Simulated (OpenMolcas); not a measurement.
# Cu²⁺ among point charges: CASSCF and CASPT2 levels and susceptibility

How does a field of 6 point charges split the states of Cu²⁺, and what χT follows?

Program: OpenMolcas 26.06. Level of theory: state-averaged CASSCF and CASPT2, spin-orbit coupling by RASSI with atomic mean-field integrals. These are calculated values, not measurements, unless marked.

## (1) Starting point

```
Species                           : Cu²⁺ (copper, Z = 29, 27 electrons)
Basis                             : ANO-RCC-VDZP [5s4p2d1f], 34 functions
Scalar Hamiltonian                : DKH2, point nucleus
Inactive shells                   : 1s 2s 2p 3s 3p
Active space                      : 9 electrons in 5 orbitals (3d)
Some configurations of this space : 3d⁹
Orbitals                          : optimised for each spin and parity, averaged over all roots
```

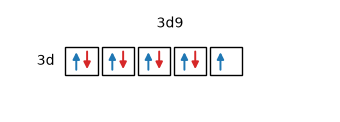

Outer shells as boxes.

The ion sits among 6 point charges of -2.2 e arranged as an octahedron (Oh), 2.03 Å from the ion.

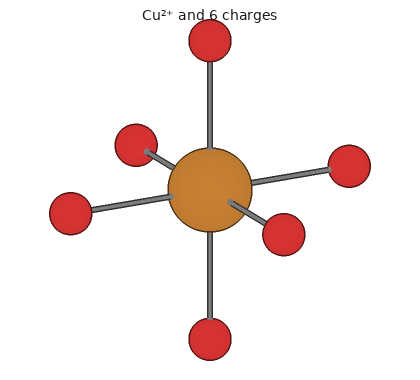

The ion and the point charges (red).

Each step is its own input file, run in one work folder so that later steps find the files of earlier ones. Labels, J, g values, rates, χT and fits are worked out afterwards by a script from the matrices that RASSI stores. The input lists half of the charges; inversion (Group=XYZ) makes the rest.

## (2) Basis and integrals

Input file a.inp:

```
&GATEWAY
Coord
1

Cu 0.0 0.0 0.0
Basis=ANO-RCC-VDZP
Group=XYZ
NoMove
AngMom=0.0 0.0 0.0
AMFI
XField
3 Angstrom 0
2.030000 0.000000 0.000000 -2.200000
0.000000 2.030000 0.000000 -2.200000
0.000000 0.000000 2.030000 -2.200000
&SEWARD
```

On the command line:

```sh
$ OMP_NUM_THREADS=1 MOLCAS_MEM=1689 MOLCAS_PROJECT=a pymolcas a.inp > a.log
```

## (3) Reference wave functions, doublets of even parity, 5 roots

Input file a.inp:

```
&RASSCF
FileOrb=start.orb
Symmetry=1
Spin=2
nActEl=9 0 0
Inactive=3 6
Ras2=5 0
CIRoot=5 5 1
SDav=5
CIMx=300
Iter=120 100
PrWF=0.3
OrbListing=Nothing
MaxOrb=0
>>> COPY $Project.JobIph JOB001
```

start.orb holds the contracted functions of the basis, ordered by shell, or the orbitals of the step before.

## (4) RASSI: spin-orbit coupling between the states

Input file a.inp:

```
&RASSI
NrOfJobIphs=1 5
1 2 3 4 5
IphNames
JOB001
EJob
SpinOrbit
DIPRint=1.0
SOCoupling=1000.0
Subsets=2
Property=9
'ANGMOM' 1 'ANGMOM' 2 'ANGMOM' 3 'MLTPL  1' 1 'MLTPL  1' 2 'MLTPL  1' 3
'AMFI' 1 'AMFI' 2 'AMFI' 3
SOProperty=3
'ANGMOM' 1 'ANGMOM' 2 'ANGMOM' 3
```

## (5) CASPT2: IPEA 0.25, imaginary shift 0.1 (closed shells correlated: 3s 3p)

Input file a.inp:

```
>>> COPY JOB001 $Project.JobIph
&CASPT2
Multistate=5 1 2 3 4 5
NoMult
Frozen=2 3
IPEA=0.25
Imaginary=0.1
MaxIter=60
WThr=0.0 0.3 0.05
PrWF=0.5
NoMix
```

(Steps that only read results are left out.)

**Question.** What will these runs give? Wanted: spin-free ground state; first state of the same spin within the active space; lowest level; next level.

The runs gave:

| quantity | value |
| --- | --- |
| method | SS-CASPT2, IPEA 0.25, imaginary shift 0.1 (closed shells correlated: 3s 3p) |
| spin-free ground state | 2E, 2-fold in its orbital part |
| first state of the same spin within the active space | 2T2 at 4340 cm⁻¹ |
| lowest level | 4-fold Γ8 |
| next level | 3731.0 cm⁻¹ |
| χT at 300 K | 0.73 cm³ K/mol |
| effective moment at 300 K | 2.41 μB |

Cost by method:

```
                                              method  time of its own steps  time with the reference
                                           A. CASSCF                  1.3 s                    1.3 s
B. SS-CASPT2, IPEA 0.25, imaginary shift 0.1, +3s 3p                 0.42 s                    1.7 s
```

Times are of one thread on a shared host.

What this shows: The spin-free ground state (2E) comes to 100 % from free-ion D terms and keeps the highest spin of the shell. χT at 300 K is 0.73, against 0.38 cm³ K/mol for the spin alone, so orbital moment adds to it. A ligand-field fit to the states below 45000 cm-1 gives 10Dq = 4342 cm-1, the gap between the two states. An orbital doublet at a regular site is open to a Jahn-Teller distortion, which this geometry leaves out. The field of point charges can differ much from that of real complexes. Point charges carry no covalency, so the field is a model and not that of real ligands.
